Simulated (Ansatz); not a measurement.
**Fields on a plane of CoSi2 (fluorite type, space group Fm-3m)**

```yaml
crystal:
  lattice:
    - [0.00000, 2.65746, 2.65746]
    - [2.65746, 0.00000, 2.65746]
    - [2.65746, 2.65746, 0.00000]
  atoms:
    - { symbol: Co, position: [0.00000, 0.00000, 0.00000] }
    - { symbol: Si, position: [0.25000, 0.25000, 0.25000] }
    - { symbol: Si, position: [0.75000, 0.75000, 0.75000] }
```

The slice is a {100} plane (indices of the conventional cell) through the point (0.250, 0.250, 0.250) (fractional), spanned by u = [100] and v = [0 1 -1] in vectors of this cell: u (3.76 Å) and v (3.76 Å, at 90° to u). It covers one period; positions are fractions (u, v).

Atoms on it: Si at (0.00, 0.00); Si at (0.50, 0.50).

Level of theory: r2SCAN (plane waves to 500 eV, PAW, scalar-relativistic; Ansatz, a program for electronic structure). k mesh 15×15×15. Near the nuclei the fields are pseudised (PAW); where an atom keeps semicore shells as valence, they peak there. CoSi2 is run without spin polarisation. CoSi2 was relaxed with its symmetry unable to fall.

```
|xxxx.+%@%*=:.   .:=*%@%+.xxx|
|xxxx:*%@%*=-.....-=*%@%*:xxx|
|xxx.+#@@%#+=-:::-=+#%@@#+.xx|
| .:+#@@@%#*+=====+*#%@@@#+:.|
|=+*#@@@@%%##*****##%%@@@@%*+|
|#%%@@@@@@%%%%%%%%%%%@@@@@@%%|
|%@@@@@@@@@@@@@%@@@@@@@@@@@@@|
|%%%%%%@@@@@@%%#%%@@@@@@%%%%%|
|***##%%@@@@#*+=+*%@@@@%%##**|
|===+*#%@@@#+:. .:+#@@@%#*+==|
|::-=+#%@@#+.xxxxx.+#@@%#+=-:|
|...-=*%@%*:xxxxxxx:*%@%*=-..|
|  .:=*%@%+.xxxxxxx.+%@%*=:. |
|  .:=*%%#= xxxxxxx =#%%*=:. |
|  .:=*%@%+.xxxxxxx.+%@%*=:. |
|...-=*%@%*:xxxxxxx:*%@%*=-..|
|::-=+#%@@#+.xxxxx.+#@@%#+=-:|
|===+*#%@@@#+:. .:+#@@@%#*+==|
|***##%%@@@@#*+=+*%@@@@%%##**|
|%%%%%%@@@@@@%%#%%@@@@@@%%%%%|
|%@@@@@@@@@@@@@%@@@@@@@@@@@@@|
|#%%@@@@@@%%%%%%%%%%%@@@@@@%%|
|=+*#@@@@%%##*****##%%@@@@%*+|
| .:+#@@@%#*+=====+*#%@@@#+:.|
|xxx.+#@@%#+=-:::-=+#%@@#+.xx|
|xxxx:*%@%*=-.....-=*%@%*:xxx|
|xxxx.+%@%*=:.   .:=*%@%+.xxx|
|xxxx =#%%*=:.   .:=*%%#= xxx|
```
Scale: ten equal steps from 0.27 (start of ' ') to 0.69 (end of '@'), in the order ' .:-=+*#%@'. Values: electron localisation function (ELF). The map has 28 points along u (one character each, u = 0 at the left) and 28 along v (v = 0 in the bottom row). Points within 0.5 Å of a nucleus are blanked (x), as the pseudised field means little there.

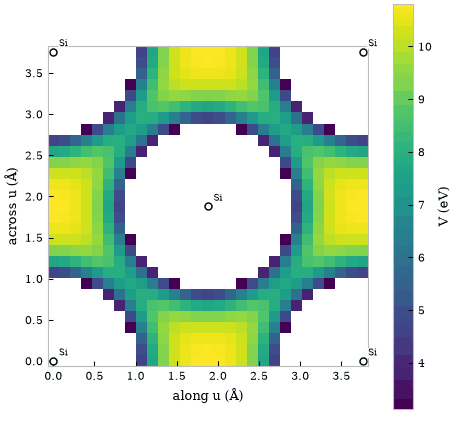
Figure. Electrostatic potential energy of an electron, from the cell's mean, in eV, one period of the plane, atoms marked. Points within 1 Å of a nucleus are left white, as the pseudised field means little there. The zero, the cell's mean, hangs on the PAW cores.
